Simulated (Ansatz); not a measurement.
**Alloy series in SiGe**

Consider SiGe in the wurtzite structure (space group P6_3mc, No. 186; a model cell, its experimental status unchecked).

SiGe is modelled in the hexagonal space group P6₃mc (No. 186), the wurtzite structure, Pearson symbol hP4. Conventional cell: a = b = 3.9037 Å, c = 6.4541 Å, α = β = 90.00°, γ = 120.00°. Ge on 2b sees 4 Si at 2.396–2.413 Å (tetrahedral). Si on 2b has 4 Ge at 2.396–2.413 Å (tetrahedral). (Neighbours: up to the widest gap in distance over summed covalent radii, below 1.35, at either atom.)

The other end (x = 1) is PbSi in the wurtzite structure (space group P6_3mc, No. 186; a hypothetical phase, not in the database extracts checked): 29.85 Å³/atom, gap zero; this end may not be an ambient phase.

Pb replaces a fraction x of Ge; each row is one arrangement (x, atoms in the cell, starting space group or random), fully relaxed.

Calculations: plane-wave PAW DFT at the r2SCAN level (Ansatz, an electronic-structure program, 500 eV), spin-orbit coupling left out, earlier PAW set.

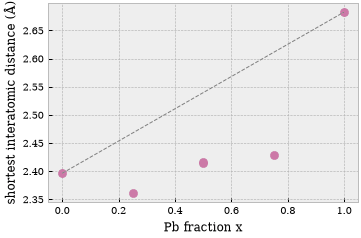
Figure: Shortest interatomic distance against Pb fraction x; the dashed line joins the ends

**Question.** From the plot, what is the shortest interatomic distance for x(Pb) = 0.25, 8 atoms, Pm?

**Answer.** About 2.36 Å.

These are small ordered cells, not random alloys; other orderings at the same x differ. With Pb present, leaving out spin-orbit coupling can change the band edges. No phonon test of stability was made. The final runs are not spin-polarised. Gaps under 0.05 eV, about the width of the smearing, are given as zero. The zero or small gap of PbSi4Ge3, PbSi, PbSi2Ge and Pb3Si4Ge can change with the level of theory.
